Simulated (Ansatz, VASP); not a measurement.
# H107C58N29O10 in two plane-wave programs, part 2 of 2

Aim: how closely do two programs agree when they are given the same cell, functional and k mesh?  The cell is taken from a series of runs on this material, whose earlier steps may have relaxed or scaled it; both programs get it as it stands.

VASP 6.6.1 and Ansatz 0.2.0.

So far: The starting structure; VASP: single point, r2SCAN with D3(BJ).

### 3. Ansatz: single point, r2SCAN with D3(BJ)

Level of this step: Ansatz beside VASP: Kohn-Sham DFT, plane waves, r2SCAN with D3(BJ) (Ansatz).

Ansatz runs on its default PAW (the set named soft_2) files.

The same cell, functional and mesh now go to Ansatz, which takes its cutoff from its data sets.

input.yaml

```yaml
crystal:
  lattice:
    - [14.39531, 0.0, 0.0]
    - [0.0, 14.39531, 0.0]
    - [0.0, 0.0, 14.39531]
  atoms:
    - { symbol: C, position: [0.77804, 0.00555, 0.74371] }
    - { symbol: C, position: [0.73705, 0.92998, 0.69246] }
    - { symbol: "N", position: [0.71374, 0.86371, 0.6505] }
    - { symbol: H, position: [0.85346, 0.99642, 0.76143] }
    - { symbol: H, position: [0.77782, 0.06852, 0.70134] }
    - { symbol: H, position: [0.7448, 0.01437, 0.80998] }
    - { symbol: C, position: [0.81171, 0.44262, 0.45492] }
    - { symbol: C, position: [0.82102, 0.3478, 0.48218] }
    - { symbol: "N", position: [0.82335, 0.2717, 0.51145] }
    - { symbol: H, position: [0.75047, 0.47015, 0.48594] }
    - { symbol: H, position: [0.87264, 0.48412, 0.47927] }
    - { symbol: H, position: [0.80099, 0.44892, 0.37713] }
    - { symbol: C, position: [0.45696, 0.65753, 0.84509] }
    - { symbol: C, position: [0.41982, 0.64361, 0.9338] }
    - { symbol: "N", position: [0.39391, 0.63229, 0.00949] }
    - { symbol: H, position: [0.53734, 0.65699, 0.84225] }
    - { symbol: H, position: [0.42948, 0.596, 0.80812] }
    - { symbol: H, position: [0.42997, 0.71614, 0.81042] }
    - { symbol: C, position: [0.94425, 0.22862, 0.26493] }
    - { symbol: C, position: [0.96853, 0.31775, 0.22637] }
    - { symbol: "N", position: [0.97614, 0.39027, 0.19416] }
    - { symbol: H, position: [0.93111, 0.23847, 0.34177] }
    - { symbol: H, position: [0.88168, 0.19783, 0.23996] }
    - { symbol: H, position: [0.00294, 0.17664, 0.25424] }
    - { symbol: C, position: [0.74822, 0.07024, 0.99682] }
    - { symbol: C, position: [0.72242, 0.1501, 0.05541] }
    - { symbol: "N", position: [0.70019, 0.21213, 0.09909] }
    - { symbol: H, position: [0.78669, 0.02294, 0.03605] }
    - { symbol: H, position: [0.68692, 0.03434, 0.96394] }
    - { symbol: H, position: [0.78887, 0.09874, 0.94076] }
    - { symbol: C, position: [0.92302, 0.8053, 0.56515] }
    - { symbol: C, position: [0.97471, 0.71552, 0.55003] }
    - { symbol: "N", position: [0.01297, 0.64604, 0.53639] }
    - { symbol: H, position: [0.95866, 0.86674, 0.60018] }
    - { symbol: H, position: [0.89825, 0.83214, 0.50122] }
    - { symbol: H, position: [0.87232, 0.80172, 0.61705] }
    - { symbol: C, position: [0.0826, 0.34375, 0.74343] }
    - { symbol: C, position: [0.06834, 0.31216, 0.83941] }
    - { symbol: "N", position: [0.0619, 0.28619, 0.91736] }
    - { symbol: H, position: [0.14879, 0.37447, 0.7324] }
    - { symbol: H, position: [0.0656, 0.2849, 0.69652] }
    - { symbol: H, position: [0.03223, 0.39562, 0.73102] }
    - { symbol: C, position: [0.10468, 0.51861, 0.01576] }
    - { symbol: C, position: [0.17238, 0.51884, 0.93527] }
    - { symbol: "N", position: [0.22071, 0.5258, 0.86789] }
    - { symbol: H, position: [0.08829, 0.58778, 0.03898] }
    - { symbol: H, position: [0.0414, 0.48403, 0.9962] }
    - { symbol: H, position: [0.13107, 0.48196, 0.07658] }
    - { symbol: C, position: [0.14341, 0.02957, 0.60347] }
    - { symbol: C, position: [0.20864, 0.09201, 0.55504] }
    - { symbol: "N", position: [0.25921, 0.14116, 0.51288] }
    - { symbol: H, position: [0.17928, 0.96327, 0.62513] }
    - { symbol: H, position: [0.12555, 0.06061, 0.66517] }
    - { symbol: H, position: [0.08273, 0.01793, 0.55729] }
    - { symbol: C, position: [0.52342, 0.5596, 0.21687] }
    - { symbol: C, position: [0.53446, 0.52912, 0.31412] }
    - { symbol: "N", position: [0.55107, 0.50085, 0.38638] }
    - { symbol: H, position: [0.49577, 0.50858, 0.16788] }
    - { symbol: H, position: [0.47047, 0.61634, 0.21923] }
    - { symbol: H, position: [0.58691, 0.5851, 0.18552] }
    - { symbol: C, position: [0.82829, 0.39877, 0.01265] }
    - { symbol: C, position: [0.79232, 0.45114, 0.09244] }
    - { symbol: "N", position: [0.7739, 0.49963, 0.15465] }
    - { symbol: H, position: [0.90173, 0.4216, 0.01305] }
    - { symbol: H, position: [0.83159, 0.32228, 0.0229] }
    - { symbol: H, position: [0.80401, 0.41048, 0.93907] }
    - { symbol: C, position: [0.16404, 0.9926, 0.28473] }
    - { symbol: C, position: [0.11484, 0.01087, 0.19638] }
    - { symbol: "N", position: [0.06131, 0.01476, 0.13334] }
    - { symbol: H, position: [0.22711, 0.94944, 0.27122] }
    - { symbol: H, position: [0.18494, 0.05822, 0.31716] }
    - { symbol: H, position: [0.12504, 0.95065, 0.33519] }
    - { symbol: C, position: [0.60493, 0.71942, 0.43712] }
    - { symbol: C, position: [0.69951, 0.69602, 0.40346] }
    - { symbol: "N", position: [0.77794, 0.68006, 0.38603] }
    - { symbol: H, position: [0.60524, 0.76881, 0.49914] }
    - { symbol: H, position: [0.57016, 0.75321, 0.3739] }
    - { symbol: H, position: [0.56614, 0.65996, 0.46166] }
    - { symbol: C, position: [0.26251, 0.80636, 0.09851] }
    - { symbol: C, position: [0.31547, 0.79671, 0.18511] }
    - { symbol: "N", position: [0.35871, 0.78668, 0.25258] }
    - { symbol: H, position: [0.29871, 0.79768, 0.03083] }
    - { symbol: H, position: [0.2118, 0.74616, 0.09641] }
    - { symbol: H, position: [0.22313, 0.87135, 0.10549] }
    - { symbol: C, position: [0.32443, 0.37424, 0.31157] }
    - { symbol: C, position: [0.27044, 0.41157, 0.38987] }
    - { symbol: "N", position: [0.22943, 0.43786, 0.4531] }
    - { symbol: H, position: [0.27926, 0.32597, 0.26743] }
    - { symbol: H, position: [0.33704, 0.43279, 0.26571] }
    - { symbol: H, position: [0.38952, 0.34125, 0.33596] }
    - { symbol: C, position: [0.27015, 0.25152, 0.01974] }
    - { symbol: C, position: [0.31021, 0.19062, 0.09265] }
    - { symbol: "N", position: [0.34119, 0.13742, 0.14657] }
    - { symbol: H, position: [0.31271, 0.31448, 0.0112] }
    - { symbol: H, position: [0.2775, 0.21931, 0.94982] }
    - { symbol: H, position: [0.19557, 0.27228, 0.02805] }
    - { symbol: C, position: [0.42406, 0.01832, 0.36213] }
    - { symbol: C, position: [0.44303, 0.93818, 0.42327] }
    - { symbol: "N", position: [0.45024, 0.87224, 0.47364] }
    - { symbol: H, position: [0.42357, 0.08372, 0.40404] }
    - { symbol: H, position: [0.46864, 0.01688, 0.29875] }
    - { symbol: H, position: [0.3517, 0.01231, 0.33738] }
    - { symbol: C, position: [0.86607, 0.90378, 0.27961] }
    - { symbol: C, position: [0.92979, 0.84615, 0.22858] }
    - { symbol: "N", position: [0.98312, 0.79744, 0.1939] }
    - { symbol: H, position: [0.88661, 0.91134, 0.35051] }
    - { symbol: H, position: [0.86683, 0.9674, 0.2451] }
    - { symbol: H, position: [0.79701, 0.87303, 0.27227] }
    - { symbol: C, position: [0.71085, 0.32852, 0.74082] }
    - { symbol: C, position: [0.77476, 0.27312, 0.79464] }
    - { symbol: "N", position: [0.81925, 0.22149, 0.8384] }
    - { symbol: H, position: [0.7136, 0.40017, 0.75593] }
    - { symbol: H, position: [0.71703, 0.32184, 0.66529] }
    - { symbol: H, position: [0.64081, 0.30455, 0.75486] }
    - { symbol: C, position: [0.9284, 0.853, 0.98797] }
    - { symbol: C, position: [0.93142, 0.82799, 0.89274] }
    - { symbol: "N", position: [0.93348, 0.80848, 0.8137] }
    - { symbol: H, position: [0.89916, 0.80072, 0.03529] }
    - { symbol: H, position: [0.99593, 0.87342, 0.01192] }
    - { symbol: H, position: [0.88698, 0.91335, 0.99525] }
    - { symbol: C, position: [0.44804, 0.08202, 0.65815] }
    - { symbol: C, position: [0.3848, 0.06683, 0.73905] }
    - { symbol: "N", position: [0.34466, 0.04462, 0.80775] }
    - { symbol: H, position: [0.44949, 0.15229, 0.6337] }
    - { symbol: H, position: [0.51963, 0.07033, 0.67356] }
    - { symbol: H, position: [0.43657, 0.03888, 0.59103] }
    - { symbol: C, position: [0.49145, 0.35572, 0.94259] }
    - { symbol: C, position: [0.55208, 0.43463, 0.92198] }
    - { symbol: "N", position: [0.60682, 0.49546, 0.91441] }
    - { symbol: H, position: [0.48909, 0.33093, 0.01777] }
    - { symbol: H, position: [0.42144, 0.37565, 0.92095] }
    - { symbol: H, position: [0.51038, 0.29401, 0.90125] }
    - { symbol: C, position: [0.32862, 0.48753, 0.65248] }
    - { symbol: C, position: [0.41234, 0.43691, 0.68757] }
    - { symbol: "N", position: [0.47607, 0.3964, 0.72103] }
    - { symbol: H, position: [0.26459, 0.45221, 0.65575] }
    - { symbol: H, position: [0.31499, 0.5498, 0.69173] }
    - { symbol: H, position: [0.3333, 0.5049, 0.57646] }
    - { symbol: C, position: [0.13639, 0.71215, 0.76058] }
    - { symbol: C, position: [0.21395, 0.74662, 0.70622] }
    - { symbol: "N", position: [0.28141, 0.76891, 0.66863] }
    - { symbol: H, position: [0.07586, 0.745, 0.72966] }
    - { symbol: H, position: [0.12168, 0.63786, 0.76065] }
    - { symbol: H, position: [0.14448, 0.73301, 0.83275] }
    - { symbol: C, position: [0.56265, 0.28153, 0.40776] }
    - { symbol: C, position: [0.59882, 0.20374, 0.4634] }
    - { symbol: "N", position: [0.63496, 0.13982, 0.49975] }
    - { symbol: H, position: [0.6141, 0.33882, 0.41232] }
    - { symbol: H, position: [0.53627, 0.26413, 0.33823] }
    - { symbol: H, position: [0.50461, 0.30886, 0.44742] }
    - { symbol: C, position: [0.24342, 0.7206, 0.43619] }
    - { symbol: C, position: [0.19202, 0.80488, 0.46396] }
    - { symbol: "N", position: [0.16096, 0.8762, 0.48403] }
    - { symbol: H, position: [0.3164, 0.7299, 0.46058] }
    - { symbol: H, position: [0.22229, 0.6625, 0.48362] }
    - { symbol: H, position: [0.24012, 0.70388, 0.36158] }
    - { symbol: C, position: [0.61552, 0.77728, 0.06097] }
    - { symbol: C, position: [0.6718, 0.79645, 0.97884] }
    - { symbol: "N", position: [0.72012, 0.81122, 0.91636] }
    - { symbol: H, position: [0.60863, 0.71019, 0.08748] }
    - { symbol: H, position: [0.63641, 0.82208, 0.11618] }
    - { symbol: H, position: [0.5459, 0.80616, 0.04156] }
    - { symbol: C, position: [0.03888, 0.5842, 0.30797] }
    - { symbol: C, position: [0.12946, 0.58461, 0.26697] }
    - { symbol: "N", position: [0.20031, 0.58373, 0.23185] }
    - { symbol: H, position: [0.025, 0.65439, 0.32557] }
    - { symbol: H, position: [0.98704, 0.56474, 0.26143] }
    - { symbol: H, position: [0.03096, 0.54757, 0.37821] }
    - { symbol: C, position: [0.79093, 0.62456, 0.73355] }
    - { symbol: C, position: [0.8828, 0.58813, 0.75448] }
    - { symbol: "N", position: [0.95209, 0.56869, 0.787] }
    - { symbol: H, position: [0.79826, 0.66339, 0.66882] }
    - { symbol: H, position: [0.74795, 0.56581, 0.72373] }
    - { symbol: H, position: [0.77309, 0.66926, 0.79372] }
    - { symbol: O, position: [0.56814, 0.88168, 0.80374] }
    - { symbol: H, position: [0.53816, 0.87132, 0.74194] }
    - { symbol: H, position: [0.62956, 0.84928, 0.80541] }
    - { symbol: O, position: [0.72869, 0.97608, 0.43441] }
    - { symbol: H, position: [0.71122, 0.04332, 0.43453] }
    - { symbol: H, position: [0.67802, 0.93894, 0.46405] }
    - { symbol: O, position: [0.46643, 0.97424, 0.94965] }
    - { symbol: H, position: [0.40763, 0.98928, 0.91586] }
    - { symbol: H, position: [0.50722, 0.9354, 0.90899] }
    - { symbol: O, position: [0.71645, 0.30917, 0.27053] }
    - { symbol: H, position: [0.7488, 0.36932, 0.25783] }
    - { symbol: H, position: [0.72017, 0.26856, 0.2143] }
    - { symbol: O, position: [0.45163, 0.83858, 0.66252] }
    - { symbol: H, position: [0.46208, 0.84741, 0.59441] }
    - { symbol: H, position: [0.3845, 0.82497, 0.67407] }
    - { symbol: O, position: [0.89762, 0.08565, 0.49754] }
    - { symbol: H, position: [0.84061, 0.04929, 0.48164] }
    - { symbol: H, position: [0.88461, 0.15349, 0.49016] }
    - { symbol: O, position: [0.31083, 0.49454, 0.11154] }
    - { symbol: H, position: [0.2695, 0.52327, 0.15942] }
    - { symbol: H, position: [0.34007, 0.54454, 0.07319] }
    - { symbol: O, position: [0.96088, 0.12829, 0.01928] }
    - { symbol: H, position: [0.99093, 0.17604, 0.97875] }
    - { symbol: H, position: [0.00986, 0.0889, 0.04887] }
    - { symbol: O, position: [0.49824, 0.95894, 0.13074] }
    - { symbol: H, position: [0.47609, 0.97319, 0.06646] }
    - { symbol: H, position: [0.47434, 0.00714, 0.17468] }
    - { symbol: O, position: [0.04588, 0.42938, 0.55029] }
    - { symbol: H, position: [0.03888, 0.49735, 0.56281] }
    - { symbol: H, position: [0.09636, 0.41952, 0.5036] }
kpoints:
  mp_grid: { grid: [1, 1, 1] }
hamiltonian:
  xc: r2scan
  dispersion: d3bj
scf:
  occupations: { method: fixed }
output:
  forces: true
  stress: true
  populations: true
  dos:
    method: { smearing: { sigma: 0.15 } }
    de: 0.1
    projected: { site_lists: { C: [C], H: [H], "N": ["N"], O: [O] } }
  eigenvalues: true
```

On the command line:

```
$ ansatz run input.yaml --threads 4 --pin off --max-ram 8192MiB --backend cpu --events-out ev --progress --plain --runs-dir out
```

Numbers of over 12 decimals in the logs are rounded to 6 here.

The program printed:

```text
Warning: the engine holds no damping parameters fitted to this dispersion correction and functional, so the run takes those fitted to r2scan beside the three-body term, which d3bj leaves out (hamiltonian.dispersion, under Limitations)
Engine: ansatz 0.2.0, x86_64-unknown-linux-gnu
Pseudopotentials: kind: paw
Pseudopotential: C, paw, valence charge 4, recommended cutoff 500 eV (meta_gga), C.paw.azcp
Pseudopotential: N, paw, valence charge 5, recommended cutoff 500 eV (meta_gga), N.paw.azcp
Pseudopotential: H, paw, valence charge 1, recommended cutoff 500 eV (meta_gga), H.paw.azcp
Pseudopotential: O, paw, valence charge 6, recommended cutoff 500 eV (meta_gga), O.paw.azcp
Functional definition: r2SCAN
  parameter k0 = 0.174
  parameter k1 = 0.065
  parameter a1 = 4.9479
  exchange = r2scan_x(k0 = k0, k1 = k1, a1 = a1)
  correlation = r2scan_c
Crystal: 204 atoms, lattice volume = 2983.067 Å³
Basis set: ecut = 500 eV, 75445 PW (Γ), exchange–correlation on 432×432×432 points (64 copies of the dense FFT grid, shifted against one another)
Bands: 476, of which v1, the nominal top of the filled ones, is band 272 counted from 1 (271 counted from 0)
Symmetry: 1 space group operations
Space group: P1 (ITA 1), of the structure as read, at distance tolerance 1.4e-4 Å
k-points: 1
Non-local potential: C, projectors of the file, l = 0: 2, l = 1: 2, l = 2: 1
Non-local potential: N, projectors of the file, l = 0: 2, l = 1: 2, l = 2: 1
Non-local potential: H, projectors of the file, l = 0: 2, l = 1: 1
Non-local potential: O, projectors of the file, l = 0: 2, l = 1: 2, l = 2: 1
PAW form: soft (Blöchl's): semilocal exchange-correlation on the pseudo side does not see the compensation charge
PAW frozen core: C, regenerated for the run's functional (the file was generated under x = pbe(κ = 0.804, μ = 0.219515), c = pbe(β = 0.066725))
PAW frozen core: N, regenerated for the run's functional (the file was generated under x = pbe(κ = 0.804, μ = 0.219515), c = pbe(β = 0.066725))
PAW frozen core: O, regenerated for the run's functional (the file was generated under x = pbe(κ = 0.804, μ = 0.219515), c = pbe(β = 0.066725))
PAW one-centre angular grid: C, 302 points (default); XC on 239 of its mesh's 2573 points in the sphere
PAW one-centre angular grid: N, 302 points (default); XC on 160 Gauss nodes
PAW one-centre angular grid: H, 302 points (default); XC on 160 Gauss nodes
PAW one-centre angular grid: O, 302 points (default); XC on 160 Gauss nodes
Initial density: superposition of atomic densities (neutral atoms: chi_scale 0, normalization atom), corrected by the library's trained network
Initial wavefunctions: pseudopotential atomic-orbital guess
Functional: x = r2scan, c = r2scan; τ floored in thin density (d = 2e-4 eV/Å³)
SCF iter   1: F=—  HF=-33147.391903 eV  |F-HF|=—  |Δ(HF+E_count)|=         —  Δρ=6.43e-3  dr2=1.40e0  dr2_τ=1.86e1  ethr=1.77e-3  ⟨swp⟩=5.0  Hψ=1640  notcnv=0  defer=199
preconditioner: auto → Resta (q_TF=auto, 2.055 Å⁻¹)  ε∞=2.1  [insulator: Δε(μ)=4.807 eV  Ē_g=14.819 eV  n_scr=460 (ndim 8)  ℏωp=15.6 eV  f_vac=0.303  ε∞_Penn≈2.1]
SCF iter   2: F=—  HF=-33144.883486 eV  |F-HF|=—  |Δ(HF+E_count)|=    2.51e0  Δρ=4.20e-3  dr2=3.85e-1  dr2_τ=8.56e-2  ethr=2.57e-4  ⟨swp⟩=3.0  Hψ=826  notcnv=0  defer=202
SCF iter   3: F=—  HF=-33144.827309 eV  |F-HF|=—  |Δ(HF+E_count)|=   5.62e-2  Δρ=1.79e-3  dr2=8.93e-2  dr2_τ=1.01e-2  ethr=7.07e-5  ⟨swp⟩=3.0  Hψ=537  notcnv=0  defer=202
SCF iter   4: F=—  HF=-33144.833811 eV  |F-HF|=—  |Δ(HF+E_count)|=   6.50e-3  Δρ=8.18e-4  dr2=2.28e-2  dr2_τ=1.01e-3  ethr=1.64e-5  ⟨swp⟩=3.0  Hψ=514  notcnv=0  defer=202
SCF iter   5: F=—  HF=-33144.839274 eV  |F-HF|=—  |Δ(HF+E_count)|=   5.46e-3  Δρ=3.01e-4  dr2=4.20e-3  dr2_τ=4.37e-4  ethr=4.20e-6  ⟨swp⟩=3.0  Hψ=552  notcnv=0  defer=202
SCF iter   6: F=—  HF=-33144.841531 eV  |F-HF|=—  |Δ(HF+E_count)|=   2.26e-3  Δρ=1.12e-4  dr2=4.93e-4  dr2_τ=5.10e-5  ethr=7.73e-7  ⟨swp⟩=2.0  Hψ=807  notcnv=0  defer=202
SCF iter   7: F=—  HF=-33144.842445 eV  |F-HF|=—  |Δ(HF+E_count)|=   9.14e-4  Δρ=5.76e-5  dr2=1.07e-4  dr2_τ=1.32e-5  ethr=9.06e-8  ⟨swp⟩=2.0  Hψ=553  notcnv=0  defer=201
SCF iter   8: F=—  HF=-33144.842697 eV  |F-HF|=—  |Δ(HF+E_count)|=   2.52e-4  Δρ=1.76e-5  dr2=1.29e-5  dr2_τ=1.61e-6  ethr=1.97e-8  ⟨swp⟩=2.0  Hψ=553  notcnv=0  defer=201
SCF iter   9: F=—  HF=-33144.845539 eV  |F-HF|=—  |Δ(HF+E_count)|=   2.84e-3  Δρ=1.15e-5  dr2=5.16e-6  dr2_τ=6.63e-7  ethr=2.38e-9  ⟨swp⟩=2.0  Hψ=738  notcnv=0  defer=201
SCF iter  10: F=—  HF=-33144.845543 eV  |F-HF|=—  |Δ(HF+E_count)|=   4.56e-6  Δρ=3.36e-6  dr2=4.63e-7  dr2_τ=4.49e-8  ethr=9.49e-10  ⟨swp⟩=2.0  Hψ=541  notcnv=0  defer=201
SCF iter  11: F=—  HF=-33144.845546 eV  |F-HF|=—  |Δ(HF+E_count)|=   2.17e-6  Δρ=1.95e-6  dr2=1.49e-7  dr2_τ=1.47e-8  ethr=1.84e-11  ⟨swp⟩=17.0  Hψ=3712  notcnv=0
[...]
--- Löwdin populations: 204 sites ---
  site symbol       q [e]
     0      C      4.4786
     1      C      3.7492
     2      N      5.2549
     3      H      0.7513
     4      H      0.7400
     5      H      0.7620
     6      C      4.4699
     7      C      3.7427
     8      N      5.2300
     9      H      0.7407
    10      H      0.7503
    11      H      0.7617
    12      C      4.4668
    13      C      3.7200
    14      N      5.2382
    15      H      0.7525
    16      H      0.7557
    17      H      0.7322
    18      C      4.4643
    19      C      3.7557
    20      N      5.2349
    21      H      0.7630
    22      H      0.7421
    23      H      0.7742
[...]
196      H      0.6040
   197      H      0.6170
   198      O      6.7653
   199      H      0.6028
   200      H      0.6209
   201      O      6.7461
   202      H      0.6040
   203      H      0.6006
  spilling = 0.015689 (of n_electrons = 544.000000)
```

### 4. Comparison

Known differences besides the PAW data sets themselves: VASP keeps PBE cores, Ansatz makes them for the functional; fixed occupations in Ansatz, narrow Gaussian smearing in VASP; the cutoff is 500 eV in Ansatz and 520 eV in VASP (PREC = Accurate, projectors in real space). Total energies have different zeros and are not compared.

The two programs side by side:

| quantity | Ansatz | VASP | difference |
| --- | --- | --- | --- |
| pressure (GPa) | -2.38 | -2.07 | -0.30 |
| gap on the k mesh (eV) | 5.070 | 5.051 | +0.019 |

Forces on 10 of the 204 atoms, picked by the larger force of the two programs (eV/Å; atoms numbered as in POSCAR):

| atom | Ansatz x, y, z | VASP x, y, z |
| --- | --- | --- |
| C10 | 0.241, -2.357, -1.602 | 0.460, -2.965, -2.035 |
| C20 | 0.361, -0.012, -2.796 | 0.200, 0.260, -3.473 |
| C34 | -0.056, -2.936, 2.158 | -0.093, -2.623, 1.914 |
| C53 | -1.264, 2.611, -1.661 | -1.227, 2.589, -1.708 |
| N65 | 0.087, 1.114, -3.309 | 0.045, 0.958, -2.868 |
| N66 | -2.496, -0.565, 3.696 | -2.251, -0.529, 3.354 |
| N70 | 3.115, -0.101, 3.002 | 2.825, -0.060, 2.650 |
| N75 | -0.188, 3.950, -3.069 | -0.148, 3.629, -2.795 |
| N79 | 1.537, 1.310, -3.259 | 1.324, 1.180, -2.869 |
| N81 | -2.801, 1.841, -1.676 | -2.447, 1.615, -1.489 |

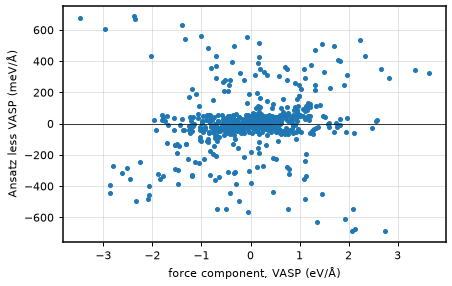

Difference of the force components against their size.

The forces differ by 183 meV/Å r.m.s., which is 19.3 % of the r.m.s. force of 0.95 eV/Å (both taken over all components).

### 5. Outcome

| Item | Value |
| --- | --- |
| r.m.s. force difference (single point, r2SCAN with D3(BJ)) | 19 % of the r.m.s. force |

The r.m.s. force difference is 19 % of the r.m.s. force (single point, r2SCAN with D3(BJ)), beyond the 3 % picked in this series as the mark of a large difference. No further run was made for the single point, r2SCAN with D3(BJ) pair, so its cause stays open. Differences of this kind measure data sets and numerical settings, not the functional's error against experiment.

[Lines on the potential files, build, host, timing and source positions are cut from VASP's logs without a mark.]

[Logs are printed without paths, hosts, clocks, repeated set-up lines and the standing remarks that a program may print on its own settings, such as how far it seeks lower states.]

[Hosts, paths, dates, database ids (printed as entryN), source tags and the programs' standing remarks are cut or masked in the printed files.]
